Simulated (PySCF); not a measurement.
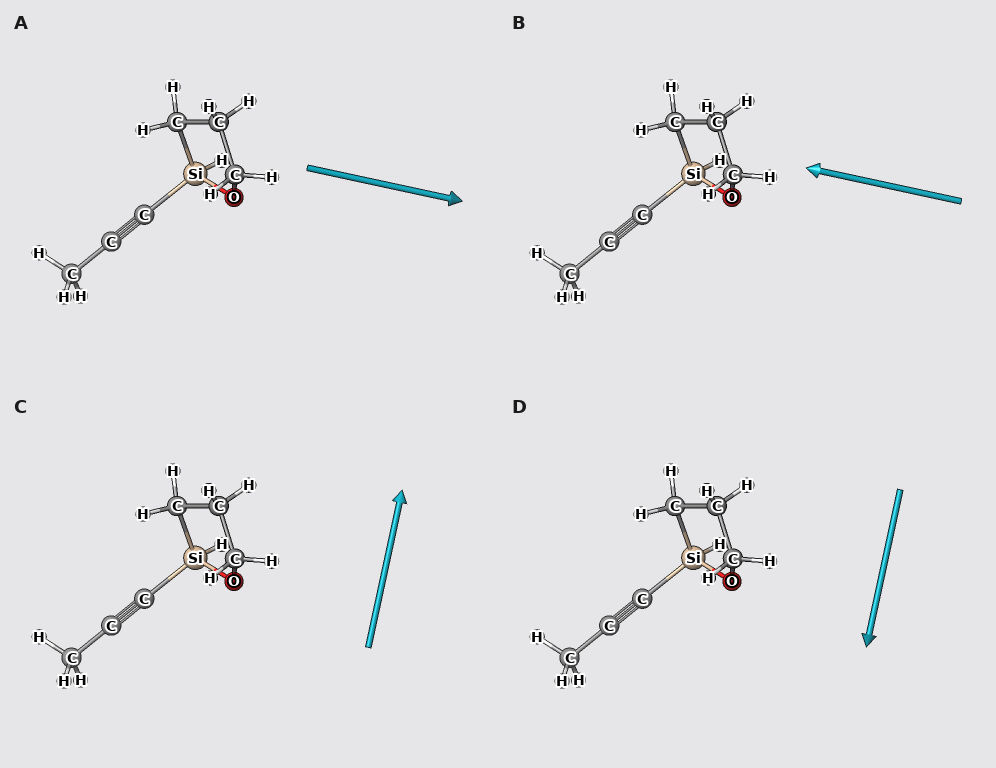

The same molecule four times, each with an arrow. The computed structure is the end point of a GFN2-xTB optimisation. No frequency run is at hand to confirm it as a minimum. Level of theory: CAM-B3LYP/def2-SVPD, gas phase (PySCF 2.14.0).

Which arrow points along the dipole moment, from the negative to the positive end?

Answer. B. The dipole moment is 1.87 D.

The geometry is semi-empirical. Around Si such bond lengths and angles can be off by a tenth of an ångström or more and by several degrees, and values that hang on the shape move with them.
